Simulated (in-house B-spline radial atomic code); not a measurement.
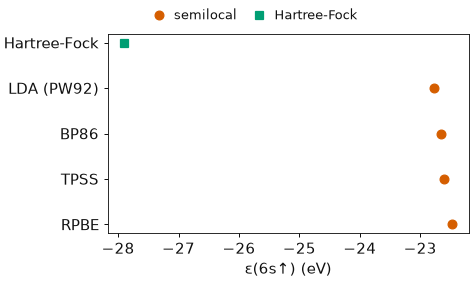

The bismuth ion Bi⁺ in the configuration [Xe] 4f14 5d10 6s2 6p2 (high spin). All runs are scalar-relativistic, spin-polarised and spherical, computed with an in-house B-spline radial code (spin-free X2C). Hartree-Fock is the average over the configuration. The plot shows the eigenvalue (eV) of the 6s up orbital by 5 methods.

How much do the methods differ, and in which order?

The deepest is Hartree-Fock (−27.9) and the shallowest RPBE (−22.5), a spread of 5.43 eV. In order (eV): Hartree-Fock (−27.9), LDA (PW92) (−22.8), BP86 (−22.7), TPSS (−22.6), RPBE (−22.5). On the whole, exact exchange removes self-interaction and deepens occupied levels.
